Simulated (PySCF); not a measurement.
C₅H₁₃AlO, SMILES `C[Al](C)OC(C)C`.

Computed with PySCF, r2SCAN/6-311+G**, geometry: GFN2-xTB. No frequency check shows the geometry to be a minimum.

Cartesian coordinates (Å):

```
C1      -2.3754    1.6555    0.1272
Al2     -1.2870   -0.0205    0.0348
C3      -2.0265   -1.8463   -0.3183
O4       0.3383    0.1224    0.2872
C5       1.7269    0.1806    0.4002
C6       2.2900    1.1826   -0.6062
C7       2.3275   -1.2076    0.1842
H8      -2.0391    2.3939   -0.6062
H9      -2.2878    2.1369    1.1055
H10     -3.4370    1.4800   -0.0529
H11     -1.8288   -2.5280    0.5138
H12     -1.5664   -2.3019   -1.1999
H13     -3.1050   -1.8423   -0.4821
H14      1.9716    0.5212    1.4181
H15      3.3680    1.2670   -0.4959
H16      1.8370    2.1581   -0.4469
H17      2.0575    0.8537   -1.6169
H18      3.4071   -1.1785    0.3067
H19      2.0879   -1.5551   -0.8183
H20      1.9047   -1.9062    0.9023
```

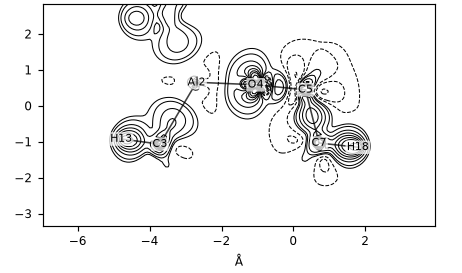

Deformation density (molecule less spherical, spin-averaged free atoms) in the plane of Al2, C3, O4, C5, C7, H13 and H18; contours at ±0.05 to ±0.8 e/Å³; solid lines: gain, dashed lines: loss.

**Describe the bonding that the map shows.**

C7–H18: +0.65 e/Å³ at the bond critical point (bond length 1.09 Å). C3–H13: +0.60 e/Å³ at the bond critical point (bond length 1.09 Å). C5–C7: +0.48 e/Å³ at the bond critical point (bond length 1.53 Å). Al2–C3: +0.13 e/Å³ at the bond critical point (bond length 2.00 Å). Al2–O4: 0.00 e/Å³ at the bond critical point (bond length 1.65 Å); up to 0.6 Å beside the axis the gain reaches +0.21 e/Å³. O4–C5: −0.02 e/Å³ at the bond critical point (bond length 1.39 Å); up to 0.6 Å beside the axis the gain reaches +0.27 e/Å³. In all, 4.2 electrons gather in the regions of gain relative to the promolecule. A small or negative value marks a very polar bond, one between electron-rich atoms, whose free-atom densities already overlap strongly, a long bond to a heavier atom, or a closed-shell contact such as a hydrogen bond.

**Where do the Hirshfeld charges lie?**

The highest Hirshfeld charge is on Al2 (+0.58 e), the lowest on O4 (−0.29 e).
